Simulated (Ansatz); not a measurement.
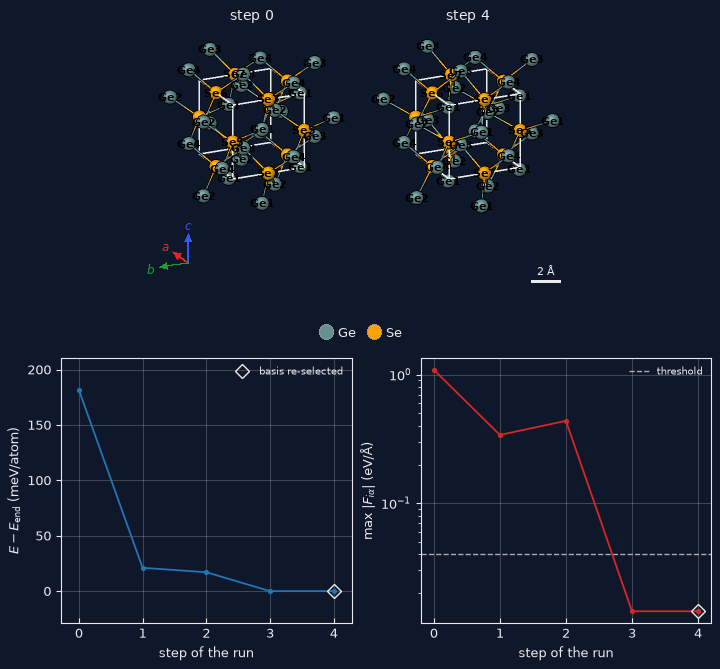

First and last geometry of a relaxation of crystalline Ge4Se3 (a generated structure, set up in P-43m) (coarse preliminary run), with the history of the run. A ball-and-stick model of the cell of the calculation, seen from a free direction.

These are results of Ansatz, DFT PBE, scalar-relativistic, plane waves, PAW, not measurements. Set-up: plane-wave cutoff 420 eV; k-point mesh 4 × 4 × 4; occupations gaussian; smearing width 0.1 eV; no spin polarisation; cell and atoms relaxed; force threshold 0.04 eV/Å; at most 70 steps.

Q: Read the history and describe the run.

A: It converged. The largest moves relative to the cell, 0.30 Å, are those of Ge1, Ge2, Ge3 and Ge4. Ge1 goes along [−1 −1 −1]. Se stays in place. Cell: a = b = c 5.564 → 5.545 Å (−0.3 %). Volume −1.0 %. Some distances before and after: Ge1–Se5 2.518 → 2.651 Å. Among the angles between lasting bonds that change: Ge1–Se6–Ge4 121.6° → 133.3°, Se5–Ge4–Se6 102.8° → 95.4°, Ge1–Se6–Ge2 103.8° → 99.0°. The space group stays P-43m (No. 215). Over 3 accepted moves (4 points after the start) the energy falls by 182 meV per atom. The largest force component goes from 1.1 to 0.014 eV/Å. Pressure: 7.53 GPa at the start and −0.10 GPa at the end. The SCF was repeated once at an unchanged geometry on a basis and grid sized afresh for the cell, which shifted the energy by less than 0.05 meV per atom at most. Cost: 26 s on 1 thread of Intel(R) Xeon(R) 6975P-C (Granite Rapids), with other jobs on the host, peak memory 0.57 GiB.

```json
{"step": "0", "E − E(0), meV/atom": "0.00", "largest force component, eV/Å": "1.0894", "pressure, GPa": "7.53", "volume, Å³/atom": "24.608", "note": ""}
{"step": "1", "E − E(0), meV/atom": "-160.59", "largest force component, eV/Å": "0.3395", "pressure, GPa": "0.02", "volume, Å³/atom": "25.481", "note": ""}
{"step": "2", "E − E(0), meV/atom": "-164.62", "largest force component, eV/Å": "0.4369", "pressure, GPa": "0.30", "volume, Å³/atom": "23.584", "note": ""}
{"step": "3", "E − E(0), meV/atom": "-181.68", "largest force component, eV/Å": "0.0145", "pressure, GPa": "-0.10", "volume, Å³/atom": "24.361", "note": ""}
{"step": "4", "E − E(0), meV/atom": "-181.64", "largest force component, eV/Å": "0.0145", "pressure, GPa": "-0.10", "volume, Å³/atom": "24.361", "note": "same geometry, new basis"}
```
